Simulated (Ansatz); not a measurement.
The starting structures come from a database of crystals and need not be the phases stable at ambient conditions.

 Where the default PAW files enter, the runs use the earlier of Ansatz's two default sets.

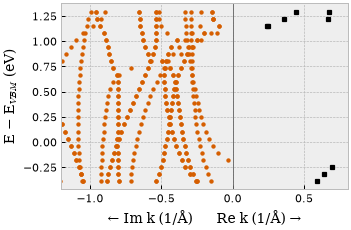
Complex bands at the centre of the two-dimensional zone; r2SCAN in Ansatz (a quantum-chemistry and plane-wave program)

No gap correction and no spin-orbit coupling; mid-gap values are interpolated between computed energies.

Question: This is VCu$_{3}$Se$_{4}$ (P-43m, not sure to be the ambient phase, 8 atoms a cell, 21.7 Å³ an atom) along the normal of (110). Read off the slowest decay at the centre of the two-dimensional zone at 0.53 eV, the computed energy nearest the middle of the gap.

Answer: κ ≈ 0.27 1/Å, a decay length 1/(2κ) of the density of 1.9 Å.
